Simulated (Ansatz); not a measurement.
**A computed series for Ti3GeC2: pressure series**

Base system: Ti₃GeC₂ (space group P6_3/mmc, No. 194; a = 3.065 Å, c = 17.700 Å; a cell from a computed database, its experimental status unchecked).

Cell and atoms are relaxed at each pressure.

The values are results of PBEsol in Ansatz (plane waves to 420 eV, PAW, no spin-orbit coupling), not measurements.

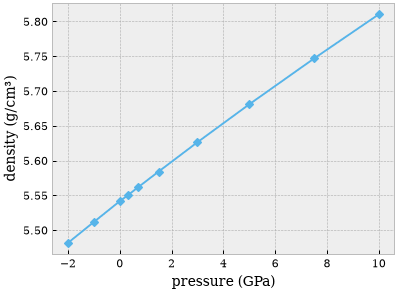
Figure. Density against pressure

**Question.** From the plot, what is the density for pressure 3 GPa?

**Answer.** About 5.63 g/cm³.

**Question.** Is the trend monotonic over the range shown?

**Answer.** Yes, it rises throughout, spanning 5.48 g/cm³ to 5.81 g/cm³.

Load acts through the strain it causes; cell and atoms are relaxed under it. No phonon test of stability was made. No other phases were tried under pressure. The final runs are not spin-polarised.

Ansatz is an electronic-structure program.
